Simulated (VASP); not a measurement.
Energy against volume of CsPbBr3 (cubic perovskite). Level of theory: optB86b-vdW, VASP's PBE PAW potentials (set 64) (plane waves; VASP).

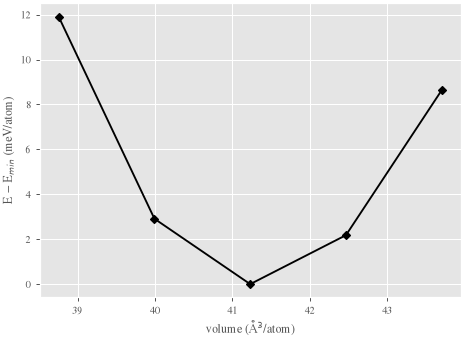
Figure: Energy against volume

Problem. Estimate the equilibrium volume and the bulk modulus.

Solution. The minimum lies near 41.3 Å³/atom, and the curvature gives B0 of about 22 GPa.

The compound is CsPbBr3 in the cubic perovskite structure, the ideal cubic form; the compound distorts at low or room temperature. It was relaxed first.
